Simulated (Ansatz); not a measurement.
# F2H2MoO3: what the fields show

Input file:

```
crystal:
  periodic: [false, false, false]
  atoms:
    - {symbol: O, position_ang: [-1.425687, -0.464781, 1.225327]}
    - {symbol: Mo, position_ang: [-0.363587, 0.268395, 0.198350]}
    - {symbol: O, position_ang: [1.380572, 0.060497, 0.847701]}
    - {symbol: O, position_ang: [-0.095763, -1.144206, -0.998143]}
    - {symbol: F, position_ang: [-1.219451, 1.117535, -1.223633]}
    - {symbol: F, position_ang: [-0.228568, 1.988265, 0.850896]}
    - {symbol: H, position_ang: [1.762344, -0.819521, 0.922051]}
    - {symbol: H, position_ang: [0.282442, -1.063185, -1.878452]}
basis:
  gaussian: {orbitals: def2-TZVPP}
hamiltonian: {xc: pbe0, dispersion: d4}
output: {orbitals: {seedname: orbitals}}
```

Run with:

```sh
ansatz run in.yaml --threads 4 --pin off --events-out ev --progress --plain --max-ram 10444MiB
```

Geometry: PBE0-D4/def2-TZVP; core potentials replace the inner electrons of Mo.

The calculation used RKS PBE0-D4/def2-TZVPP (Ansatz 0.2.0).

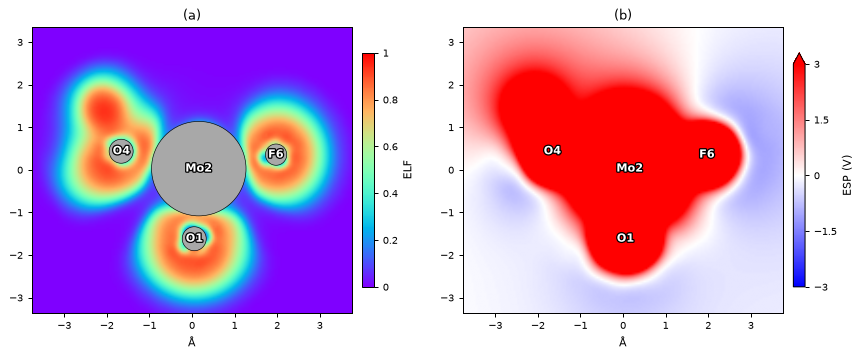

Figure 1. (a) electron localisation function; (b) electrostatic potential on the plane of atoms O1, Mo2 and F6. Grey discs cover the atomic cores in the ELF map.

Question: Describe what can be read from this map.

Answer: Atoms in the plane: O, Mo and F.
Mo–O (1.65 Å): the ELF peaks at about 0.75 in the valence shell of O, 0.5 Å from its nucleus, and drops to about 0.45 between the two atoms.
Mo–F (1.84 Å): the ELF peaks at about 0.80 in the valence shell of F, 0.5 Å from its nucleus, and drops to about 0.30 between the two atoms.
Mo–O (1.87 Å): the ELF peaks at about 0.85 in the valence shell of O, 0.5 Å from its nucleus, and drops to about 0.30 between the two atoms.
Outside the dense part of the molecule the potential is most negative (−1.1 V) near F6.

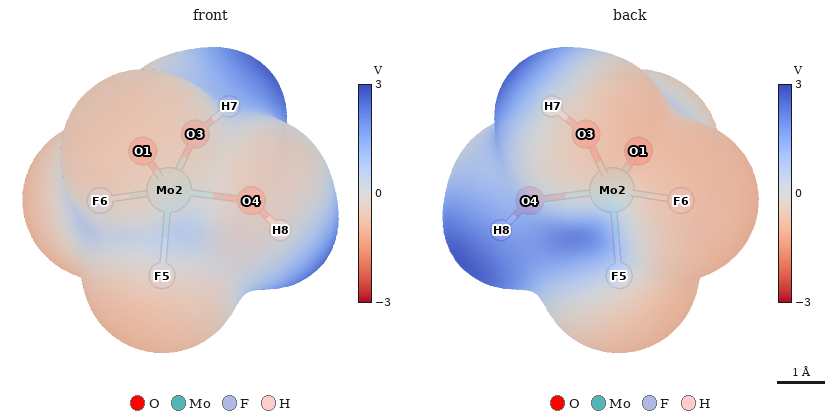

Figure 2. The electrostatic potential painted on the density surface at 0.001 e/bohr³, seen from the front and from behind; the colour scale runs from red (negative) to blue (positive).

Question: Where is the surface potential most negative and most positive?

Answer: The most negative region (about −0.9 V, or −21 kcal/mol for a unit charge) lies over F5 and F6, the most positive (about +2.7 V, or +62 kcal/mol for a unit charge) over H8.

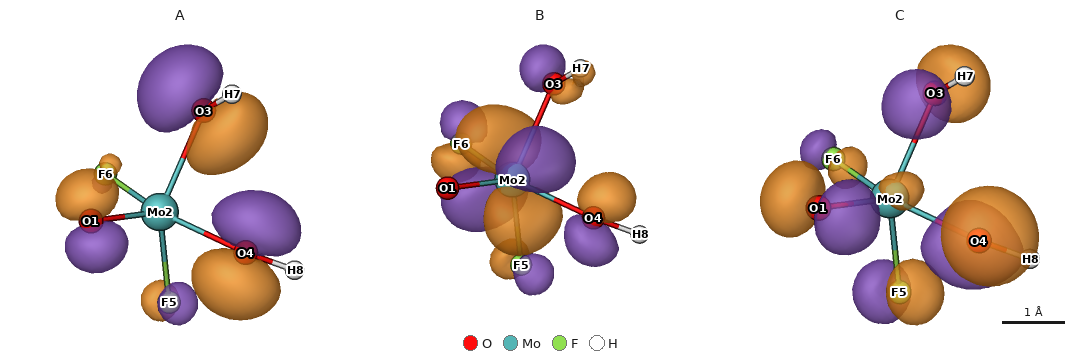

Figure 3. Three frontier orbitals at ±0.15 Å⁻³ᐟ² (orange and purple are the two phases), in no order.

Question: Which picture is the HOMO−1, the HOMO and the LUMO?

Answer: C is the HOMO−1 (−10.36 eV). By Hirshfeld shares it lies mainly on O4 (about 40 %), O1 (about 15 %), O3 (about 15 %), F5 (about 10 %) and Mo2 (about 10 %); largely a combination of lone pairs on O4, O1, O3 and F5. A is the HOMO (−9.80 eV). By Hirshfeld shares it lies mainly on O3 (about 40 %), O4 (about 35 %) and O1 (about 10 %); largely a combination of lone pairs on O3, O4 and O1. B is the LUMO (−4.01 eV). By Hirshfeld shares it lies mainly on Mo2 (about 65 %), O4 (about 10 %) and F6 (about 10 %).

Question: What is the HOMO–LUMO gap?

Answer: 5.79 eV between the orbital energies.

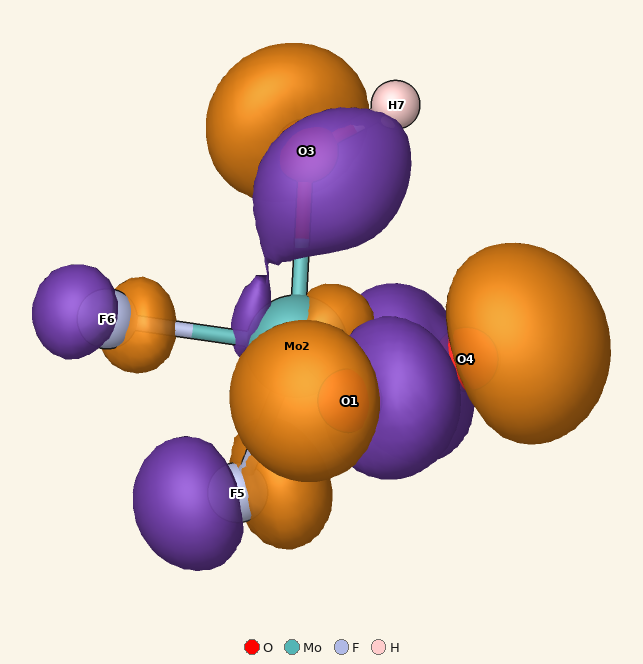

Figure 4. The HOMO−1 at ±0.1 Å⁻³ᐟ² (orange and purple are the two phases), seen at a tilt.

Question: Describe this orbital and give its energy.

Answer: Its weight (Hirshfeld) is mainly on O4 (about 40 %), O1 (about 15 %), O3 (about 15 %), F5 (about 10 %) and Mo2 (about 10 %); largely a combination of lone pairs on O4, O1, O3 and F5. Its energy is −10.36 eV.
